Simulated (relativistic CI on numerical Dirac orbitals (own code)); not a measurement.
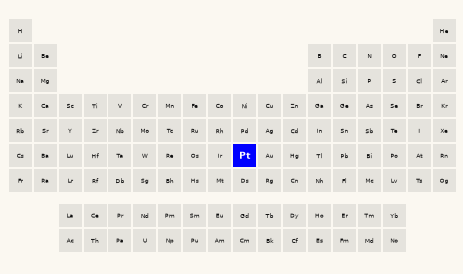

**Figure 1.** The place of platinum in the periodic table.

Relativistic CI calculation, with input and output: Pt

System: Pt.
Method: Dirac-Coulomb-Breit CI, KLI orbitals optimised for each configuration, model QED (radiative potential, 1s self-energy scaled to tabulated hydrogen-like ionisation energies), numerical settings as typed (relativistic CI on numerical Dirac orbitals, in-house).

### Input
```
atom Pt  Z=78  charge=0  electrons=78
nucleus A=195  rms_radius_fm=5.4270
hamiltonian dirac-coulomb  breit=on  qed=on  c_scale=1
orbitals kli  potential=per-configuration
slater_scale 1
correlation none
mixing on
grid step=0.6 r_max=259.4
scf mixing=0.4 start=green max_iterations=50 tolerance=2e-08 node_fill=0.05
configurations
  [Xe] 4f14 5d9 6s
  [Xe] 4f14 5d10
  [Xe] 4f14 5d8 6s2
end
```

Hardware: 1 CPU thread, shared host.

The run was one of a batch that the task file lists, launched with:
```bash
python <driver script> task.json out
```

The program writes its results to a structured record and prints no log; tables and figures of this report are taken from that record.

### Outcome

| quantity | value |
| --- | --- |
| outcome | refused by the program |

### What went wrong

The input is odd on purpose: grid. The program refused the input; the driver noted: the grid has 33 points, outside 40 to 4096.
